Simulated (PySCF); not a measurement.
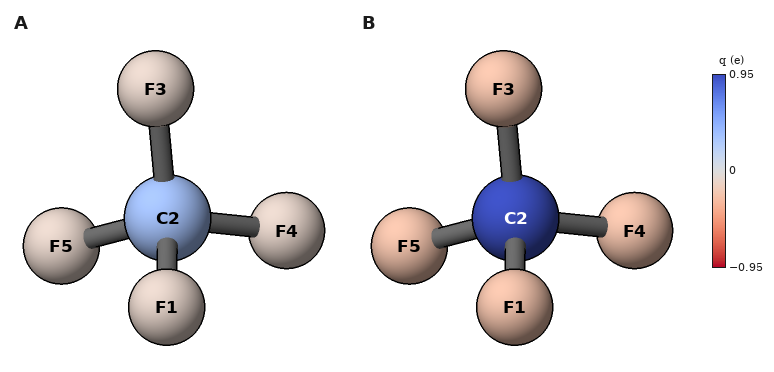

Atomic charges of one calculation by 2 schemes, on one colour scale. Computed geometry: GFN2-xTB optimisation. No frequency run is at hand to confirm it as a minimum. Method: PBE0/pcSseg-1 (PySCF 2.14.0).

**The schemes are Hirshfeld, Mulliken. Which panel shows which?**

A Hirshfeld, B Mulliken.

List the charges (e), one line for each set of equivalent atoms.

| atom | Hirshfeld | Mulliken |
| --- | --- | --- |
| F1, F3, F4… | −0.08 | −0.23 |
| C2 | 0.33 | 0.92 |
